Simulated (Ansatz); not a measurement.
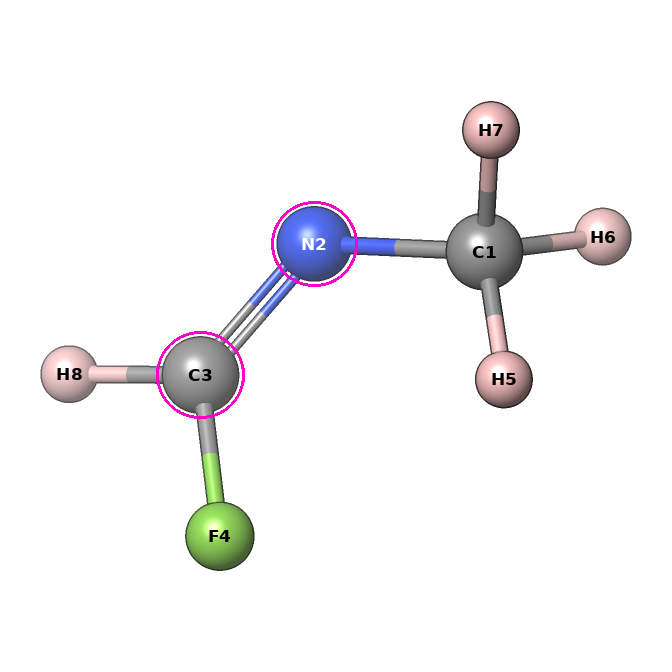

Distant atoms are faded towards the background colour. Circles mark the stereogenic atoms. Computed geometry: PBE-D4/def2-SVP optimisation. No frequency run is at hand to confirm it as a minimum.

Question: What are the Cahn–Ingold–Prelog descriptors?

Answer: N2=C3: Z.

Question: Write the isomeric SMILES.

Answer: C/N=C\F
